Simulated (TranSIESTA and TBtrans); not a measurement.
Device: Pb chain with one S atom inserted. Leads: straight Pb chain, spacing 2.85 Å. Geometry: 3 atoms about the centre moved by SIESTA (PBE, DZP) to a largest force of 0.01 eV/Å, all others as built, motion along the axis alone.

Computed with TranSIESTA and TBtrans, PBE, DZP numerical orbitals (energy shift 0.15 eV), PseudoDojo norm-conserving scalar-relativistic potentials, mesh cutoff 200 Ry, 300 K, no spin polarisation, no spin-orbit coupling; self-consistent non-equilibrium Green functions.

Energies count from the leads' Fermi level. Transmissions are for one spin of a degenerate pair. The energy step is 0.01 eV; narrower resonances are cut or missed.

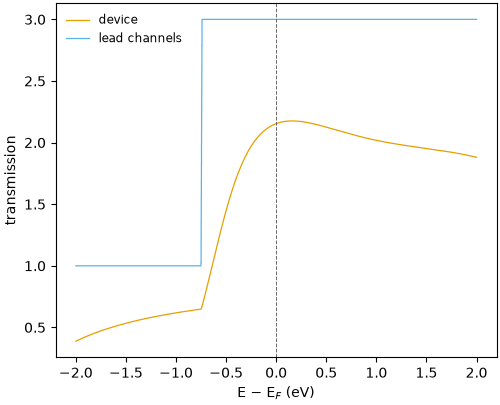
Figure. Transmission against energy

| E (eV) | T | lead channels |
|---|---|---|
| -2.00 | 0.39 | 1 |
| -1.80 | 0.46 | 1 |
| -1.60 | 0.51 | 1 |
| -1.40 | 0.55 | 1 |
| -1.20 | 0.59 | 1 |
| -1.00 | 0.62 | 1 |
| -0.80 | 0.64 | 1 |
| -0.60 | 1.13 | 3 |
| -0.40 | 1.71 | 3 |
| -0.20 | 2.03 | 3 |
| 0.00 | 2.15 | 3 |
| 0.20 | 2.17 | 3 |
| 0.40 | 2.15 | 3 |
| 0.60 | 2.10 | 3 |
| 0.80 | 2.06 | 3 |
| 1.00 | 2.02 | 3 |
| 1.20 | 1.99 | 3 |
| 1.40 | 1.96 | 3 |
| 1.60 | 1.94 | 3 |
| 1.80 | 1.91 | 3 |
| 2.00 | 1.88 | 3 |

The straight chain is held at its spacing; free chains may zigzag or dimerise. No spin-polarised start was tried, so a magnetic state, if there is one, is missed. Spin-orbit coupling, left out here, matters for the heavy atoms.
